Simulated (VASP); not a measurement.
Band structure of Ir (fcc). Level of theory: r2SCAN+rVV10, VASP's PBE PAW potentials (set 64) (plane waves; VASP).

Unless said otherwise, spin-orbit coupling is left out, though it shifts the bands of the heavy elements here.

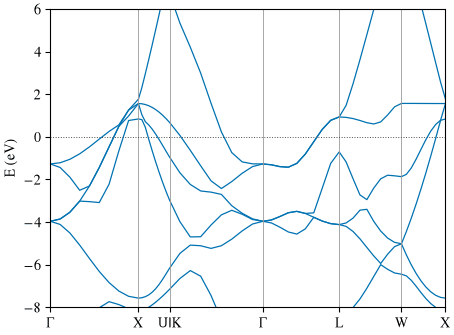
*Bands along high-symmetry lines, zero at the valence-band maximum or, without a gap, the Fermi level*

Question: Read the plot: is there a gap, and where are the band edges?

Answer: It has no gap at this level: it comes out as a metal or semimetal.

The compound is Ir in the fcc structure. It was relaxed first.
